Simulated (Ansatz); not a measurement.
# Cl2GeH6Si2: small, medium and large basis sets

How large a basis does Cl2GeH6Si2 need? Two functionals are run in growing sets.

Computed with Ansatz 0.2.0, Gaussian basis. Level: one geometry, several basis sets.

Levels to be run: PBE0-D4/def2-SVP; ωB97M-V/def2-SVP; PBE0-D4/def2-QZVPP; ωB97M-V/def2-QZVPP; the functionals' def2-TZVPP values are taken from earlier runs.

## (1) Structure used throughout

The geometry comes from an earlier relaxation with PBE0-D4 in a triple-zeta def2 set; it is a stationary point, not always the lowest conformer.

SMILES `[SiH3][Ge]([SiH3])([Cl])[Cl]`, 11 atoms, charge 0, spin multiplicity 1.

Atoms are counted from 1 here; the program's logs count them from 0.

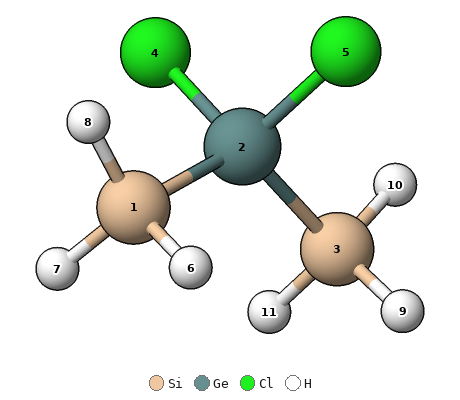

The geometry (silicon light orange, germanium teal, chlorine green, hydrogen white); atoms are numbered from 1 in the order of the file.

## (2) PBE0-D4 in def2-SVP

in.yaml reads:

```yaml
crystal:
  periodic: [false, false, false]
  atoms:
    - {symbol: Si, position_ang: [-2.102296, 0.356433, 0.189551]}
    - {symbol: Ge, position_ang: [0.157350, 0.358836, -0.579431]}
    - {symbol: Si, position_ang: [1.931962, -0.805240, 0.512820]}
    - {symbol: Cl, position_ang: [0.110657, -0.373112, -2.621787]}
    - {symbol: Cl, position_ang: [0.764563, 2.439586, -0.685588]}
    - {symbol: H, position_ang: [-2.138512, 0.928557, 1.559140]}
    - {symbol: H, position_ang: [-2.596826, -1.043366, 0.210037]}
    - {symbol: H, position_ang: [-2.901573, 1.182636, -0.746550]}
    - {symbol: H, position_ang: [2.060976, -0.284400, 1.897195]}
    - {symbol: H, position_ang: [3.175367, -0.564008, -0.257562]}
    - {symbol: H, position_ang: [1.603731, -2.252923, 0.542776]}
basis:
  gaussian: {orbitals: def2-SVP}
hamiltonian: {xc: pbe0, dispersion: d4}
output: {orbitals: {seedname: orbitals}}
```

Command:

```
ansatz run in.yaml --threads 4 --pin off --events-out ev --progress --plain --max-ram 11315MiB
```

Further steps of the session: ωB97M-V in def2-SVP; PBE0-D4 in def2-QZVPP; ωB97M-V in def2-QZVPP.

Before running them: what should the planned runs give, taken together? Wanted: PBE0-D4: double and triple zeta above quadruple; ωB97M-V: double and triple zeta above quadruple.

As calculated:

```
                                       quantity           value
PBE0-D4: double and triple zeta above quadruple  23.86, 2.48 eV
ωB97M-V: double and triple zeta above quadruple  23.72, 2.38 eV
```

**Reading.** PBE0-D4 gains 21.38 eV from double to triple zeta, then 2.48 eV more. These are total energies; as a rule much of such shifts cancels in differences, which this series doesn't test. The LUMO of ωB97M-V is positive and keeps falling with the basis (1.10 to 0.56 eV): an unbound level that the basis holds in place.
